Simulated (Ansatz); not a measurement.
Response to strain in WSi2

Start from WSi2 (space group I4/mmm, No. 139; a = 3.185 Å, c = 7.773 Å; relaxed with 0.1 eV smearing).

Strains are applied to the cell and any free atomic positions relax.

Computed with LDA/PAW in Ansatz (a program for electronic structure), no spin-orbit coupling.

Notes on the quantities. pressure: mean of the normal stresses, compression positive.

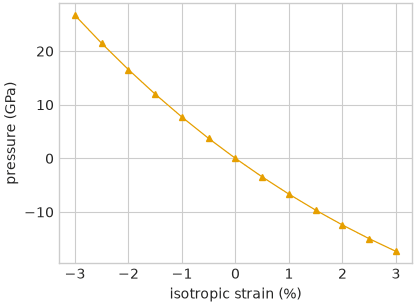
Pressure against isotropic strain

```tsv
isotropic strain (%)	pressure
-3	26.7 GPa
-2.5	21.4 GPa
-2	16.5 GPa
-1.5	12.0 GPa
-1	7.7 GPa
-0.5	3.7 GPa
0.5	-3.5 GPa
1	-6.7 GPa
1.5	-9.7 GPa
2	-12.4 GPa
2.5	-15.0 GPa
3	-17.3 GPa
```

No phonon test of stability was made. All final runs are without spin polarisation.
